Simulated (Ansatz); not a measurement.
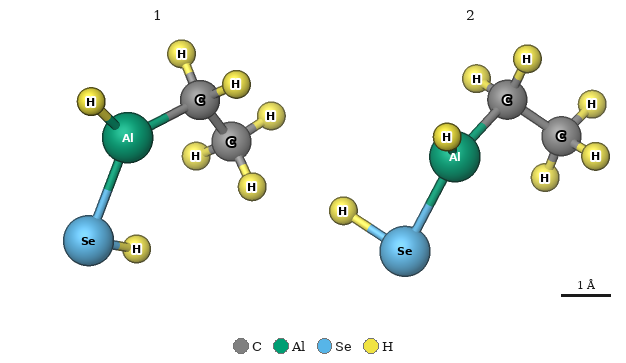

Two geometries of C$_{2}$H$_{7}$AlSe (coarse preliminary run), drawn at one scale. One is the start of a relaxation, the other its converged end. The picture is a ball-and-stick view, seen from a free direction.

Computed with RKS PBE-D4/def2-SVP in Ansatz. (force threshold 0.03 eV/Å; at most 200 steps)

Q: Which geometry has the lower energy?

A: Structure 1 is the relaxed one. The start comes from a force field. The atom that moves furthest after the best rigid fit is an H atom (2.35 Å). By element the largest moves are H 2.35 Å, Al 0.51 Å, Se 0.46 Å, C 0.45 Å. Near-neighbour distances that change, for instance: H–Se 1.585 → 1.487 Å, C–C 1.466 → 1.535 Å, C–H 1.166 → 1.111 Å, Al–H 1.640 → 1.598 Å. Among the angles between lasting bonds that change: C–C–Al 109.7° → 117.8°, C–Al–H 118.3° → 124.0°, H–C–H 108.6° → 104.1°. Groups turn about Al–Se by about 85°, Al–C by about 55°. The energy falls by 14.3 kcal/mol in 29 accepted moves (31 points after the start). Largest force component: 2.3 eV/Å at the start, 0.024 eV/Å at the end. The line search rejected the trial steps at points 13, 16 of the run. The forces were under the threshold at step 11, but the run went on from there.
